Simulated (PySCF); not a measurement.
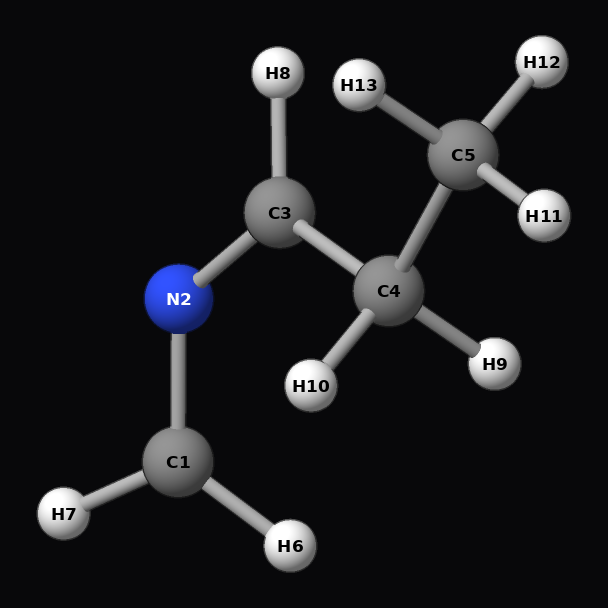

The questions are on Mulliken spin populations. The species is neutral and a spin doublet. Computed geometry: GFN2-xTB optimisation. No frequency run is at hand to confirm it as a minimum. Properties computed with UKS B3LYP, pcH-1 on C H N, non-relativistic (PySCF 2.14.0).

Q: Which atom carries the largest spin population?

A: C1 (0.59 e).

Q: Which atom has the lowest spin population?

A: N2 (−0.07 e); a negative value comes from spin polarisation.

Give the Mulliken spin populations atom by atom.

```csv
atom,value (e)
C1,0.59
N2,−0.07
C3,0.53
C4,−0.03
C5,0.00
H6,−0.02
H7,−0.03
H8,−0.02
H9,0.03
H10,0.02
H11,0.00
H12,0.00
H13,0.00
```

Mulliken values depend strongly on the basis set.
